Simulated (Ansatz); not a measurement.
The reference is CsSnI$_{3}$ in the cubic perovskite structure (space group Pm-3m, No. 221; a = 6.224 Å). Axes: x, y, z lie along the cube axes.

Perturbation: biaxial strain −0.17 %, plane normal [001], relaxed out of plane (Cartesian); in-plane vectors clamped, the third vector and the atoms free.

The values are results of Ansatz (a quantum-chemistry and plane-wave program), r2SCAN, PAW, cutoff 500 eV, no spin-orbit coupling, not measurements.

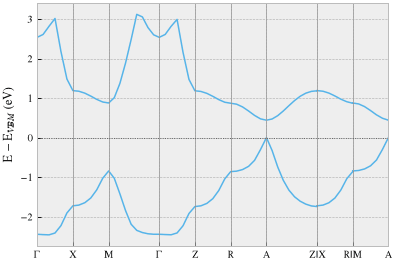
Figure: Highest valence and lowest conduction band along the path of the changed cell's own zone

### Question
From the figure, how large is the changed gap, and is it direct?

### Answer
About 0.4 eV, direct at A.

With I present, leaving out spin-orbit coupling can change the band edges. Whether these cells are dynamically stable was not tested. Many cubic perovskites are stable only at high temperature; tilts and polar distortions were not tested. k-point labels follow each cell's own Brillouin zone.
